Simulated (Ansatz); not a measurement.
## Mo (bcc, W type), energy over volume and axial ratio

Mo (bcc, W type)

```
Mo
1.0
   -1.58037     1.58037     1.58037
    1.58037    -1.58037     1.58037
    1.58037     1.58037    -1.58037
Mo
1
Cartesian
  0.00000   0.00000   0.00000
```

The relaxed cell is deformed in two ways at once: its volume V is scaled, and at that volume it is stretched along z (the c axis of the conventional cell) so that c/a changes. Fractional atomic positions are held.

Level of theory: PBE (plane waves to 420 eV, PAW, scalar-relativistic; Ansatz, a program for electronic structure). k mesh 21×21×21 (Γ-centred), Fermi-Dirac smearing 0.05 eV. Energies are smeared free energies. With partly filled bands, the response to shear is sensitive to the k mesh, so small differences along c/a are uncertain. Mo is run without spin polarisation. Mo was relaxed with its symmetry unable to fall. The zero of ΔE is the relaxed starting cell.

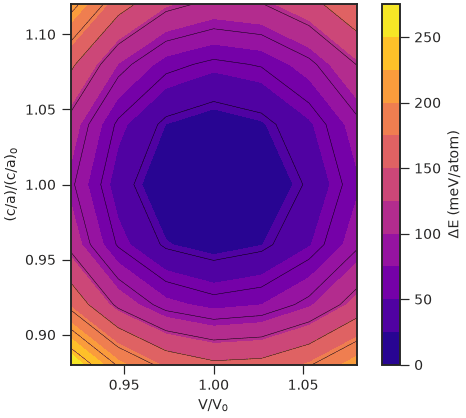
*ΔE (meV/atom) over the 7×7 grid of computed points.*

The shear modulus C′ = (C11 − C12)/2 (fit, atoms clamped) is 150 GPa. Lowest place on the grid: V/V₀ = 1.000, (c/a)/(c/a)₀ = 1.000 (0 meV/atom). Highest place on the grid: V/V₀ = 0.920, (c/a)/(c/a)₀ = 0.880 (267 meV/atom).

Near the relaxed cell σzz − σxx = −2Cδ (compression positive), C being this modulus and δ the logarithm of the ratio.

(Under strain, the slope of the energy per volume gives the stress and its curvature an elastic modulus.)
